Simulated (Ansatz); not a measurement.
The structure below was relaxed with PBEsol/PAW in Ansatz (an electronic-structure program), no SOC, at pressure 0.7 GPa.

```
Nb2CS
1.0
    3.26430     0.00000     0.00000
   -1.63215     2.82696     0.00000
    0.00000     0.00000    11.55468
Nb C S
4 2 2
Direct
  0.66667   0.33333   0.90379
  0.33333   0.66667   0.09621
  0.33333   0.66667   0.40379
  0.66667   0.33333   0.59621
  0.00000   0.00000   0.00000
  0.00000   0.00000   0.50000
  0.33333   0.66667   0.75000
  0.66667   0.33333   0.25000
```

Problem. Find the space group and the Wyckoff positions.

Solution. Space group P6₃/mmc (No. 194); a = b = 3.2643 Å, c = 11.5547 Å, α = β = 90.00°, γ = 120.00°

| atom | site | symmetry | x | y | z |
|---|---|---|---|---|---|
| Nb | 4f | 3m. | 0.3333 | 0.6667 | 0.0962 |
| C | 2a | -3m. | 0.0000 | 0.0000 | 0.0000 |
| S | 2d | -6m2 | 0.6667 | 0.3333 | 0.2500 |

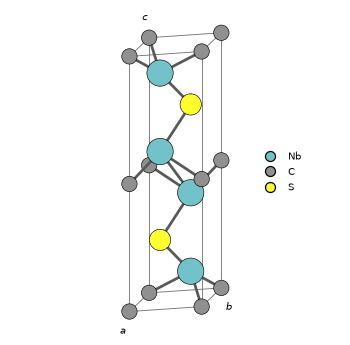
*The conventional cell*

Load acts through the strain it causes; cell and atoms are relaxed under it. No phonon test of stability was made. The final runs are not spin-polarised. The cell was made from Nb₂CS (space group P6_3/mmc, No. 194; a cell from a computed database, its experimental status unchecked) by this change: pressure 0.7 GPa.
